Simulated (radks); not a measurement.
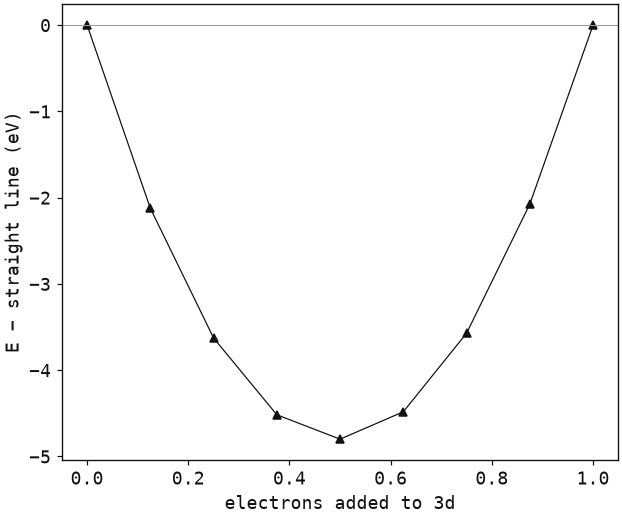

Theory: Dirac Kohn-Sham, PBE, spin-unpolarised, spherical densities, finite nucleus (computed with the in-house radial solver radks). The occupation of the 3d shell is varied from Cd⁺ ([Ar] 3d9 4s2 4p6 4d10 5s2 (open shells shared over both j by 2j + 1)) to Cd ([Kr] 4d10 5s2), with spherical fractional occupations. The plot shows the total energy less the straight line between the end points.

Question: Describe the curve.

Answer: The curve is convex (below the straight line), with the largest deviation among the points computed, −4.80 eV, at 0.5. The end points differ by 412.1 eV, the energy to take the electron out. Convexity is the mark of the delocalisation error, which puts fractional charges too low; for p, d and f shells the spherical spreading of the fraction adds to it. The shell lies under occupied ones, so the straight line is a guide here rather than an exact condition.
